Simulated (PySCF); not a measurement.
C₂H₄F₂O₂, SMILES `FCF.OC=O`.

PySCF calculation, HF/aug-cc-pVDZ, gas phase; geometry: GFN2-xTB.

Input script:

```python
import numpy as np
from pyscf import gto, scf, dft
from pyscf.scf import atom_ks, atom_hf
from scipy.linalg import block_diag
from pyscf.dispersion import dftd3

def solve(mol, dm0=None, hcore=None):
    mf = scf.UHF(mol) if mol.spin else scf.RHF(mol)
    mf = mf.density_fit(auxbasis='def2-universal-jkfit')
    mf.conv_tol, mf.max_cycle = 1e-8, 80
    if hcore is not None:
        mf.get_hcore = lambda *args: hcore
    mf.kernel(dm0)
    if not mf.converged:
        mf = mf.newton().run(mf.mo_coeff, mf.mo_occ, max_cycle=30)
    assert mf.converged, 'SCF not converged'
    return mf

mol = gto.M(atom='''
F     -0.93479    -0.87856     0.36602
C     -1.64900     0.27421     0.38077
F     -2.54077     0.20832    -0.62110
H     -2.18594     0.33552     1.33567
H     -0.95404     1.10570     0.20624
O      2.02183    -0.95479    -0.21986
C      2.18900     0.34230    -0.09975
O      1.33346     1.14272     0.14614
H      1.09097    -1.21371    -0.08363
H      3.24673     0.60216    -0.25902
''', basis='aug-cc-pvdz', charge=0, spin=0, verbose=4)
mol_a = gto.M(atom='''
F     -0.93479    -0.87856     0.36602
C     -1.64900     0.27421     0.38077
F     -2.54077     0.20832    -0.62110
H     -2.18594     0.33552     1.33567
H     -0.95404     1.10570     0.20624
ghost-O      2.02183    -0.95479    -0.21986
ghost-C      2.18900     0.34230    -0.09975
ghost-O      1.33346     1.14272     0.14614
ghost-H      1.09097    -1.21371    -0.08363
ghost-H      3.24673     0.60216    -0.25902
''', basis='aug-cc-pvdz', charge=0, spin=0, verbose=4)
mol_b = gto.M(atom='''
ghost-F     -0.93479    -0.87856     0.36602
ghost-C     -1.64900     0.27421     0.38077
ghost-F     -2.54077     0.20832    -0.62110
ghost-H     -2.18594     0.33552     1.33567
ghost-H     -0.95404     1.10570     0.20624
O      2.02183    -0.95479    -0.21986
C      2.18900     0.34230    -0.09975
O      1.33346     1.14272     0.14614
H      1.09097    -1.21371    -0.08363
H      3.24673     0.60216    -0.25902
''', basis='aug-cc-pvdz', charge=0, spin=0, verbose=4)
ab, a, b = solve(mol), solve(mol_a), solve(mol_b)
e_int = ab.e_tot - a.e_tot - b.e_tot
print('counterpoise-corrected interaction energy / kcal/mol', e_int * 627.5095)
def disp(atoms, charge):
    m = gto.M(atom=atoms, charge=charge, basis='sto-3g', spin=None, unit='Bohr', verbose=0)
    return dftd3.DFTD3Dispersion(m, xc='hf', version='d3bj').get_dispersion()['energy']
e_disp = disp(mol._atom, mol.charge) - disp(mol._atom[:5], mol_a.charge) - disp(mol._atom[5:], mol_b.charge)
print('D3(BJ) part / kcal/mol', e_disp * 627.5095)
# spherically averaged free atoms, for the promolecule
atm = scf.atom_hf.get_atm_nrhf(mol)
pro = block_diag(*[(atm[a[0]][2] * atm[a[0]][3]) @ atm[a[0]][2].T for a in mol._atom])
np.savez('result.npz', e_int=e_int, e_disp=e_disp, dm_a=a.make_rdm1(), dm_b=b.make_rdm1(), c=ab.mo_coeff, occ=ab.mo_occ, eps=ab.mo_energy, pro=pro, d=[f.dip_moment(verbose=0) for f in (ab, a, b)])
```

Command:

```sh
OMP_NUM_THREADS=1 python input.py
```

The run took 7.5 s on 1 thread of Arm Neoverse V2, on a shared host, peak memory 0.36 GiB.

Partitions, critical points and surface values were worked out afterwards from this run's density.

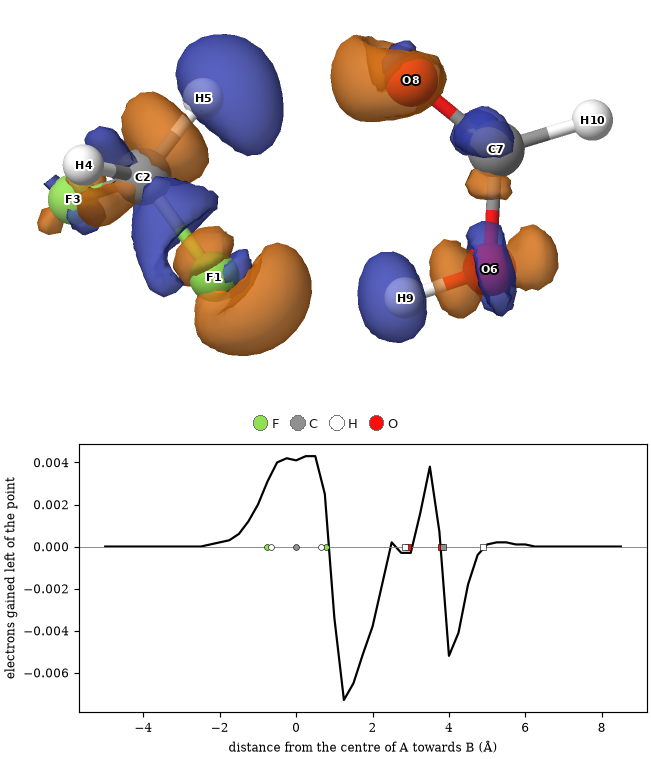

Density of the complex less the densities of the two fragments at the same geometry, ±0.008 e/Å³ (orange: gain, blue: loss). Fragment A: H2CF2 (atoms 1–5); fragment B: H2CO2. Below: the charge-displacement curve along the line of centres (A on the left).

### Which way does charge flow?

Hirshfeld charges show almost no net transfer (under 0.005 e). By Hirshfeld charges, electrons gather most on O8 (−0.018 e) and leave H5 most (+0.021 e); 0.11 e is displaced in all, which induces a dipole of 0.09 D.

### What is the interaction energy, and which contacts carry it?

The counterpoise-corrected interaction energy of the frozen fragments is −3.6 kcal/mol without dispersion correction and −6.4 kcal/mol with D3(BJ). The pair geometry is semi-empirical, not a minimum at this level. Contacts: H5···O8, weak C–H hydrogen bond, 2.29 Å, ρ = 0.013 a.u.; F1···H9, hydrogen bond, 2.10 Å, ρ = 0.013 a.u. The pose is a local one from a semi-empirical search, not shown to be the most stable.
